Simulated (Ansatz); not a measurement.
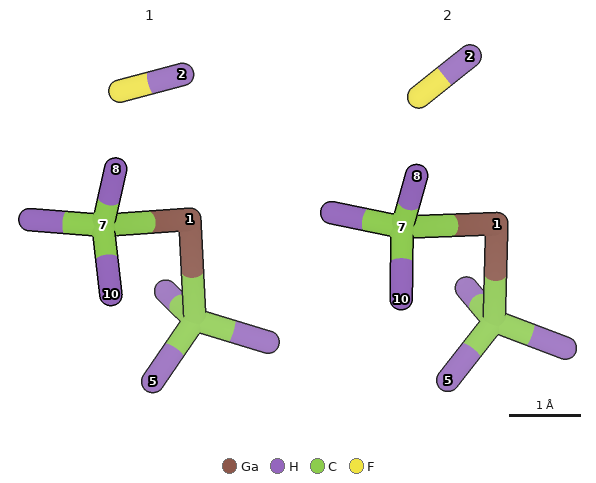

Two geometries of C₂H₇FGa (multiplicity 2), drawn at one scale. One is the start of a relaxation, the other its converged end. The picture is a stick view, seen from a free direction.

Theory: Ansatz, UKS PBE/def2-SVP. Set-up: collinear spin; force threshold 0.03 eV/Å; at most 50 steps.

Q: Which geometry has the lower energy?

A: Structure 1 is the relaxed one. The run prepares an end point of a later path (reaction) calculation, from a guessed geometry. The largest move after the best rigid fit is that of an H atom, 0.37 Å. Largest moves by element: H 0.37 Å, Ga 0.17 Å, F 0.09 Å, C 0.04 Å. Near-neighbour distances that change, for instance: Ga–H 2.766 → 2.312 Å, F–Ga 2.509 → 2.450 Å, F–H 0.935 → 0.958 Å, C–Ga 2.017 → 2.009 Å. Among the angles between lasting bonds that change: C–Ga–C 120.4° → 122.6°. Over 4 geometry steps the energy falls by 4.05 kJ/mol. Largest force component: 0.34 eV/Å at the start, 0.022 eV/Å at the end.

Limits of the set-up: the start holds two separate molecules, 2.5 Å apart at their closest, whose relative position is a soft coordinate and is computed without a dispersion correction.
